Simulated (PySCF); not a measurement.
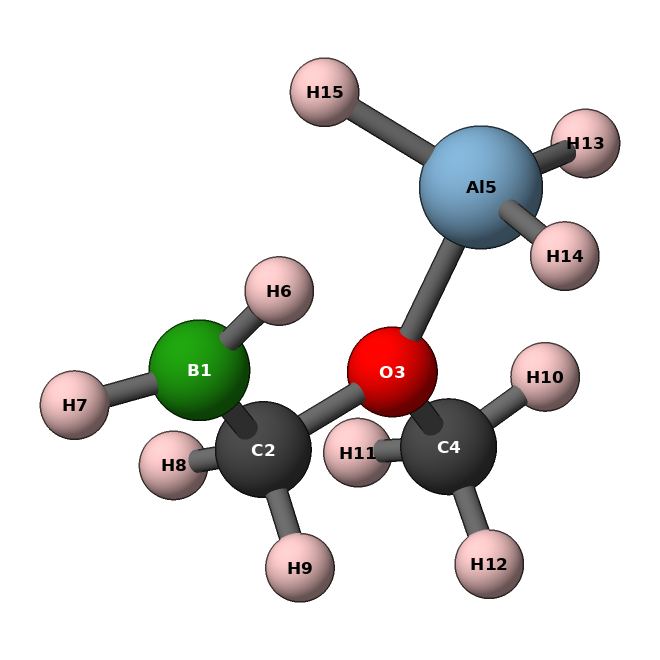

Geometry: an image of a reaction path computed with GFN2-xTB, not a minimum. Level of theory: GIAO PBE0/pcSseg-1 NMR shielding, non-relativistic, gas phase (PySCF 2.14.0). Principal shieldings σ11 ≤ σ22 ≤ σ33, span Ω = σ33 − σ11, skew κ = 3(σiso − σ22)/Ω.

Give the shielding tensors of the Al atoms.

```csv
atom,σ11,σ22,σ33,σiso,Ω,κ
Al5,381.9,404.8,418.8,401.8,36.8,−0.24
```

Shieldings and span in ppm.
